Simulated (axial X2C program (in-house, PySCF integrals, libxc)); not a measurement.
# Relativistic diatomic calculation for CoB

- system: CoB, single determinant with Ω = 2 (not the lowest found). The distance is the PBE0 minimum at charge 0.
- method: expectation values, HF and Kohn-Sham, two-component X2C with atomic mean-field Coulomb and Gaunt terms, Co dyall-cv3z, B dyall-v3z (cores contracted) (axial X2C program (in-house, PySCF integrals, libxc))

Output:
```
two-component X2C + atomic mean field  PBE0
basis functions 150  fitting functions 863  grid points 5072
iter        total energy     max residual
   1      -1417.382296010     1.74e-05
   2      -1417.382296022     1.16e-05
   3      -1417.382296026     1.70e-05
   4      -1417.382296028     1.41e-05
   5      -1417.382296033     2.62e-06
   6      -1417.382296033     1.33e-06
converged
one-electron -2047.15909701  Coulomb 650.95050408  exact exchange -15.55413393  xc functional -48.12941199  nuclear repulsion 42.90626034  atomic mean-field constant -0.39641752
```

Expectation values by level of theory:

```tsv
quantity	PBE0	HF	r2SCAN	TPSSh	B3LYP
effective field for an electron dipole moment (GV/cm)	0.449	1.59	0.636	0.418	0.409
field gradient at the first nucleus (a.u.)	−0.647	0.107	−0.807	−0.778	−0.725
field gradient at the second nucleus (a.u.)	−0.177	0.266	−0.187	−0.192	−0.208
A∥/gI, first nucleus (MHz)	−49.9	248	−45.7	−99.6	−102
A∥/gI, second nucleus (MHz)	−43.8	−67.4	−54.6	−46.6	−47.0
```

Each column comes from one determinant with 2 or more unpaired spinors, which can mix states, in a basis with contracted cores. Its net spin projection is 0.00, less than that of parallel spins, so it mixes states of different spin, and the effective field and the spin part of A∥ belong to no true state. The levels disagree widely: the effective field runs from 0.409 to 1.59 GV/cm, A∥/gI at the first nucleus runs from −102 to 248 MHz, the field gradient at the first nucleus runs from −0.807 to 0.107 a.u. and the field gradient at the second nucleus runs from −0.208 to 0.266 a.u. They may not all have settled in the same state, and these values aren't reliable properties of the molecule.

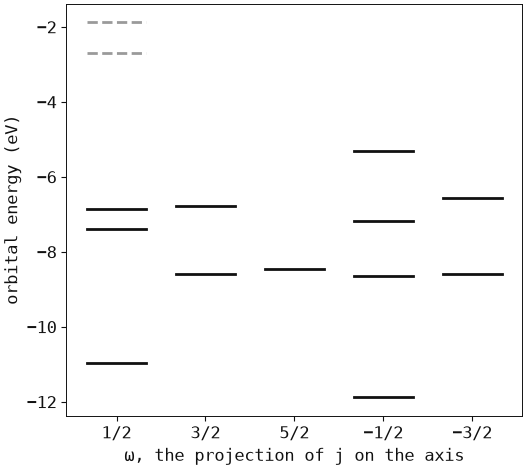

Figure 1. Orbital energies (PBE0) near the frontier at 1.67 Å, filled (solid) and empty (dashed). The highest filled spinor (−1/2; 39 % B p, 38 % Co s) lies at −5.30 eV, the lowest empty one (1/2; 36 % B p, 31 % Co s) at −2.70 eV.

The input:
```
{"zs": [27, 5], "q": 0, "bas": ["dyall-cv3z", "dyall-v3z"], "r0": 1.96, "levels": ["PBE0", "HF", "r2SCAN", "TPSSh", "B3LYP"], "nst": 3}
```

The line is the task of a batch: nuclear charges, charge, bases, the levels to run, a first guess of the distance and further settings. This report covers the levels named above. The log is that of the reference distance, started from orbitals converged before.

The run was one of a batch that the task file lists, launched with:
```bash
python <driver script> task.json out
```

Results in brief:

```tsv
quantity	value
outcome	converged; the determinant mixes spin states
hardware	1 thread of Arm Neoverse N1, 54 GiB of memory available, shared host
wall time	5.8 s
peak memory	0.29 GiB
```
